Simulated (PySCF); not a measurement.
H$_{3}$N, SMILES `N`.

Method: PBE/def2-TZVP; geometry: GFN2-xTB; program: PySCF. No frequency check shows the geometry to be a minimum.

Cartesian coordinates (Å):

```
N1       0.0000   -0.0000    0.1100
H2       0.8717   -0.3620   -0.2568
H3      -0.7495   -0.5738   -0.2567
H4      -0.1223    0.9360   -0.2567
```

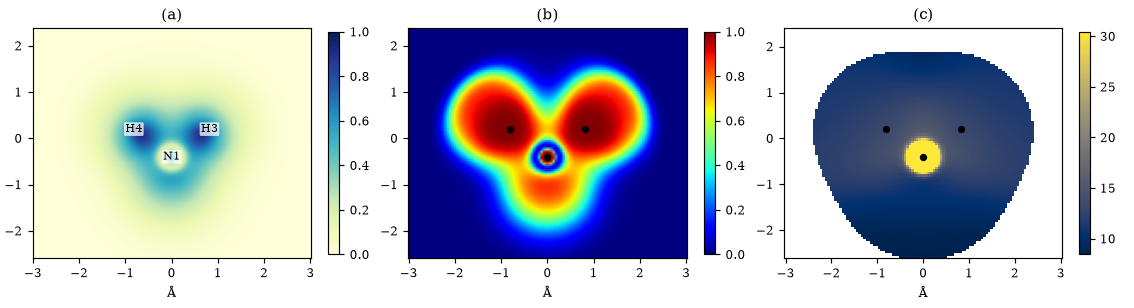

Three fields in the plane of N1, H3 and H4.

Question: The panels show, in some order, the average local ionisation energy, electron localisation function (ELF) and localised orbital locator (LOL). Which is which?

Answer: (a) is the localised orbital locator (LOL): it runs from 0 to 1, peaks where electrons are localised, as in bonds, and fades smoothly outside. (b) is the electron localisation function (ELF): it runs from 0 to 1 and is close to 1 over wide basins that fill the valence regions. (c) is the average local ionisation energy: it is high near the heavier nuclei and lowest where loosely bound electrons reach out.
